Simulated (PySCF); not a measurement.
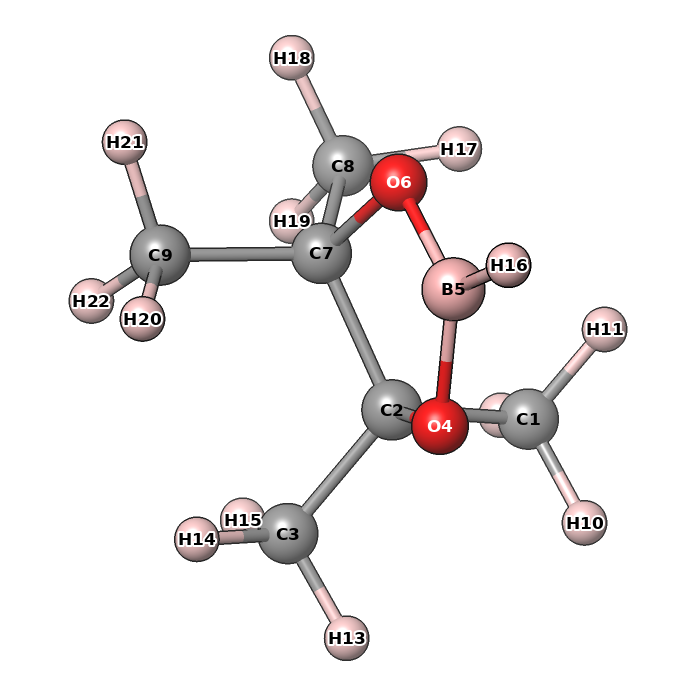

C2 lies behind O4. The molecule seen a little off the O4–C2 bond, O4 in front. Depth is shown by fading: the farther an atom, the more it takes the colour of the background. Computed geometry: PBE0-D3(BJ)/def2-SVP optimisation. No frequency run is at hand to confirm it as a minimum.

What is the torsion angle B5–O4–C2–C1? The sign is positive where the front bond must turn clockwise to cover the back bond.

Answer. 97°, about perpendicular.
